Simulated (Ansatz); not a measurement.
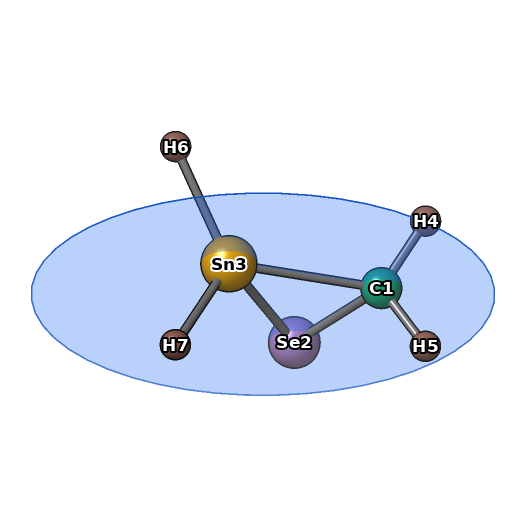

A disc through the centre of mass is drawn in. Atoms fade into the background with distance from the viewer. The geometry was computed by an optimisation with PBE-D4/def2-SVP. No frequency run is at hand to confirm it as a minimum.

### Is the plane of the disc a mirror plane of the structure?

Yes. The reflection leaves C1, Se2, Sn3 in place and moves H4 ↔ H5; H6 ↔ H7. The point group is Cs.
